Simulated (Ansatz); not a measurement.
A structure file:

```
CELL_PARAMETERS angstrom
2.73739 0.00000 0.00000
0.00000 4.90784 0.00000
0.00000 0.00000 8.14447
ATOMIC_POSITIONS crystal
Ta 0.00000 0.00000 0.00000
Ag 0.50000 0.00000 0.67865
Ag 0.00000 0.50000 0.82135
Ta 0.50000 0.50000 0.50000
Ag 0.00000 0.50000 0.17865
Ag 0.50000 0.00000 0.32135
```

Characterise the structure given above.

Formula: TaAg$_{2}$. Space group: Immm (No. 71). Lattice: body-centred orthorhombic. In the cell are 2 Ta, 4 Ag, which makes 2 formula units.

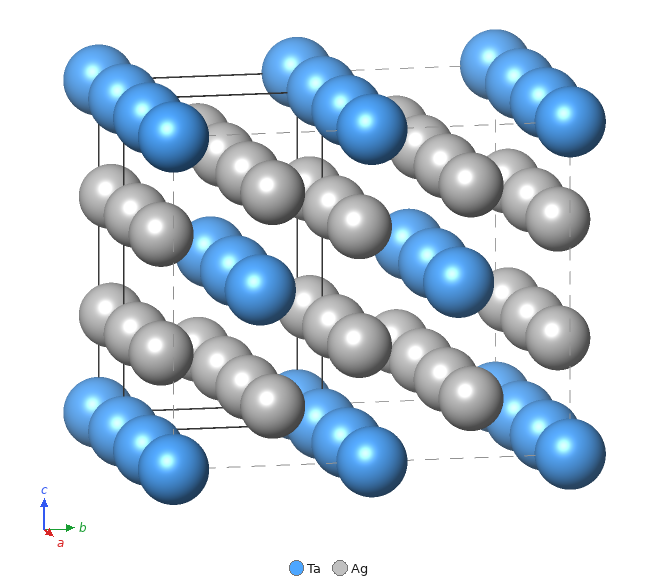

This spheres-only model is shown slightly off an axis. Solid lines give the conventional unit cell, repeated here 3×2×1 times.

It goes back to a textbook structure type filled with these elements (whether it is the usual form wasn't checked). The structure drawn was relaxed with Ansatz 0.2.0, DFT PBE, scalar-relativistic, plane waves, PAW.
